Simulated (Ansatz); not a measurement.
# AlH (SMILES [AlH]) at 6 levels

Aim: a comparison of 6 runs (HF/cc-pVTZ, UPBE0/3-21G, BHLYP/cc-pVTZ, PBE/cc-pVTZ, UMP2/cc-pVTZ, CCSD(T)/3-21G) of AlH. 

The results are computed with Ansatz 0.2.0.

53 further runs of the same task are left out: 53 set aside as unsound or not needed.

**1. The structure to begin with**

AlH: 2 atoms, total charge 0, spin state singlet. As SMILES, `[AlH]`. The H2–Al1 distance was set to 2.017 Å, away from the relaxed value.

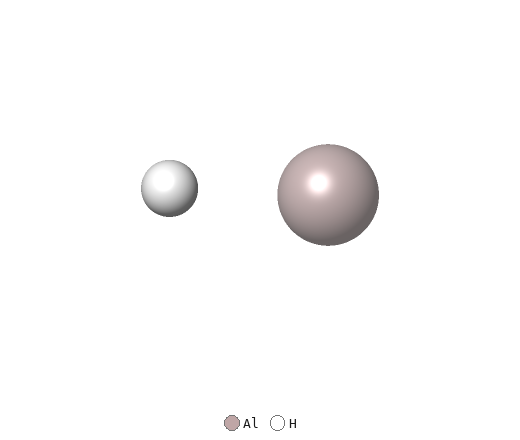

Viewed from a chosen angle; aluminium light grey, hydrogen white.

**2. A single-point energy at HF/cc-pVTZ (run 1)**

molecule.yaml reads:

```yaml
basis:
  gaussian:
    orbitals: cc-pVTZ
crystal:
  periodic: [false, false, false]
  atoms:
    - symbol: Al
      position_ang: [0.000000, 0.000000, -0.403330]
    - symbol: H
      position_ang: [0.000000, 0.000000, 1.613470]
hamiltonian:
  xc: hf
accuracy: high
```

Launch:

```
$ ansatz run molecule.yaml --threads 1 --pin off --max-ram 2610MiB --events-out events.jsonl --progress --plain --runs-dir runs
```

Log:

```text
Warning: RAYON_NUM_THREADS=1 ignored (pool sized by the plan → 1); use --threads N
Functional definition: HF
  name "HF"
  exchange = exact_x
  correlation = 0
621 factors; integrals over basis functions are off by at most 3.6e-9 eV
mean field evaluation 1: about -6596.7760 eV, gradient 7.7e0 eV
mean field evaluation 2: about -6596.7768 eV, gradient 7.7e0 eV
mean field evaluation 4: about -6597.2624 eV, gradient 6.5e-1 eV
mean field evaluation 8: about -6597.2661 eV, gradient 4.3e-4 eV
mean field -6597.26607542 eV, -242.4450564842 hartree, gradient 5.8e-8 eV, S^2 0.000000; 0 other end points of the search recorded, 0 dependent functions left out
reference -6597.26607542 eV, -242.4450564842 hartree; 7, 7 occupied and 41, 41 virtual orbitals, 621 factors
Total energy: -6597.26607542 eV, -242.4450564842 hartree
```

Run time: 0.4 s. Hardware: 1 thread of Intel Xeon Platinum 8259CL at 2.50GHz (Skylake/Cascade Lake), shared host.

**3. The energy at UPBE0/3-21G (run 2)**

job.yaml reads:

```yaml
crystal:
  periodic: [false, false, false]
  atoms:
    - {symbol: Al, position_ang: [0.000000, 0.000000, -0.403330]}
    - {symbol: H, position_ang: [0.000000, 0.000000, 1.613470]}
basis:
  gaussian:
    orbitals: 3-21G.json
magnetization:
  spin_polarized: true
hamiltonian:
  xc: pbe0
accuracy: high
```

The basis set 3-21G is read from a file made from the Basis Set Exchange's data (not shown).

Launch:

```
$ ansatz run job.yaml --threads 1 --pin off --max-ram 2610MiB --events-out events.jsonl --progress --plain --runs-dir runs
```

Log:

```text
Warning: RAYON_NUM_THREADS=1 ignored (pool sized by the plan → 1); use --threads N
Functional definition: PBE0
  name "PBE0"
  parameter a = 0.25
  parameter kappa = 0.804
  parameter beta = 0.06672455060314922
  exchange = (1 - a)*pbe_x(kappa = kappa, mu = beta*pi^2/3) + a*exact_x
  correlation = pbe_c(beta = beta)
279 factors; integrals over basis functions are off by at most 2.6e-9 eV
mean field evaluation 1: about -6570.9898 eV, gradient 6.3e0 eV
mean field evaluation 2: about -6571.1408 eV, gradient 5.0e0 eV
mean field evaluation 4: about -6571.4954 eV, gradient 2.0e-1 eV
mean field evaluation 8: about -6571.4946 eV, gradient 1.5e-3 eV
mean field evaluation 16: about -6571.4946 eV, gradient 6.0e-9 eV
mean field -6571.49462823 eV, -241.4979732682 hartree, gradient 5.8e-9 eV, S^2 0.000000; 1 other end points of the search recorded, 0 dependent functions left out
reference -6571.49463000 eV, -241.4979733333 hartree; 7, 7 occupied and 8, 8 virtual orbitals, 279 factors
Total energy: -6571.49463000 eV, -241.4979733333 hartree
```

It took 1.1 s on 1 thread of Intel Xeon Platinum 8259CL at 2.50GHz (Skylake/Cascade Lake), shared host; peak memory 0.12 GiB.

Runs 3 to 4 aren't shown in full; the table further down has their settings and results.

**4. A single-point energy at UMP2/cc-pVTZ (run 5)**

job.yaml reads:

```yaml
crystal:
  periodic: [false, false, false]
  atoms:
    - {symbol: Al, position_ang: [0.000000, 0.000000, -0.403330]}
    - {symbol: H, position_ang: [0.000000, 0.000000, 1.613470]}
basis:
  gaussian: {orbitals: cc-pVTZ}
magnetization: {spin_polarized: true}
correlation: {method: mp2, frozen_orbitals: {Al: 5, H: 0}}
accuracy: high
```

Launch:

```
$ ansatz run job.yaml --threads 1 --pin off --max-ram 2610MiB --events-out events.jsonl --progress --plain --runs-dir runs
```

Log:

```text
Warning: RAYON_NUM_THREADS=1 ignored (pool sized by the plan → 1); use --threads N
[... 4 set-up lines as earlier in the session ...]
621 factors; integrals over basis functions are off by at most 3.6e-9 eV
mean field evaluation 1: about -6596.7760 eV, gradient 5.5e0 eV
mean field evaluation 2: about -6596.7768 eV, gradient 5.5e0 eV
mean field evaluation 4: about -6597.2624 eV, gradient 4.6e-1 eV
mean field evaluation 8: about -6597.2661 eV, gradient 3.1e-4 eV
mean field evaluation 16: about -6597.2521 eV, gradient 4.0e-1 eV
mean field evaluation 32: about -6597.2661 eV, gradient 1.5e-5 eV
mean field -6597.26613789 eV, -242.4450587797 hartree, gradient 9.8e-8 eV, S^2 0.011823; 4 other end points of the search recorded, 0 dependent functions left out
5 core orbitals not correlated: weight in the atoms' cores, before any rotation towards them, 1.000 or more for the frozen orbitals, at most 0.000 for the correlated occupied ones
reference -6597.26613789 eV, -242.4450587797 hartree; 2, 2 occupied and 41, 41 virtual orbitals, 621 factors
second order -1.68267932 eV of doubles, -0.00000000 eV of singles
Total energy: -6598.94881721 eV, -242.5068961043 hartree
```

Wall time 0.91 s (1 thread of Intel Xeon Platinum 8259CL at 2.50GHz (Skylake/Cascade Lake), shared host); peak memory 0.099 GiB.

**5. A single-point energy at CCSD(T)/3-21G (run 6)**

run.yaml reads:

```yaml
crystal:
  periodic: [false, false, false]
  atoms:
    - symbol: Al
      position_ang: [0.000000, 0.000000, -0.403330]
    - symbol: H
      position_ang: [0.000000, 0.000000, 1.613470]
basis:
  gaussian: {orbitals: 3-21G.json}
correlation: {method: ccsd_t, frozen_orbitals: {Al: 5, H: 0}}
accuracy: high
scf: {omitted_lower_state_checks: [cluster_reference, increment]}
```

The basis set 3-21G is read from a file made from the Basis Set Exchange's data (not shown).

Launch:

```
$ ansatz run run.yaml --threads 1 --pin off --max-ram 2610MiB --events-out events.jsonl --progress --plain --runs-dir runs
```

Log, cut to the lines that bear on the results:

```text
Warning: RAYON_NUM_THREADS=1 ignored (pool sized by the plan → 1); use --threads N
[... 2 set-up lines as earlier in the session ...]
[...]
279 factors; integrals over basis functions are off by at most 2.6e-9 eV
[...]
mean field -6560.87715600 eV, -241.1077883607 hartree, gradient 3.7e-8 eV, S^2 0.000000; 0 other end points of the search recorded, 0 dependent functions left out
5 core orbitals not correlated: weight in the atoms' cores, before any rotation towards them, 1.000 or more for the frozen orbitals, at most 0.000 for the correlated occupied ones
reference -6560.87715600 eV, -241.1077883607 hartree; 2, 2 occupied and 8, 8 virtual orbitals, 279 factors
second order -0.86678606 eV of doubles, -0.00000000 eV of singles
cycle   1  -1.16751569 eV  change   -3.0e-1 eV  update   6.9e-2
[...]
cycle  19  -1.39987880 eV  change   9.6e-11 eV  update  1.6e-10
perturbative correction -0.00968703 eV, -0.0003559918 hartree
Total energy: -6562.28672183 eV, -241.1595889495 hartree
Checks for a lower state left out: cluster_reference, increment
```

It took 0.26 s on 1 thread of Intel Xeon Platinum 8259CL at 2.50GHz (Skylake/Cascade Lake), shared host.

**6. All runs side by side**

```
run          level  frozen core orbitals  energy (Eh)  wall time
  1     HF/cc-pVTZ                     –  -242.445056      0.4 s
  2    UPBE0/3-21G                     –  -241.497973      1.1 s
  3  BHLYP/cc-pVTZ                     –  -242.968995      1.2 s
  4    PBE/cc-pVTZ                     –  -242.826741      1.2 s
  5   UMP2/cc-pVTZ                     5  -242.506896     0.91 s
  6  CCSD(T)/3-21G                     5  -241.159589     0.26 s
```

**7. What came out**

| quantity | value |
| --- | --- |
| run 6: total energy | -241.15959 Eh |
| run 6: correlation energy (5 core orbitals frozen) | -51.8 mEh |
| run 6: (T) correction | -0.36 mEh |
| run 6: T1 diagnostic | 0.019 |

What this shows: Totals of different functionals can't be ranked against each other. All runs together took 5.1 s, the longest 1.2 s.
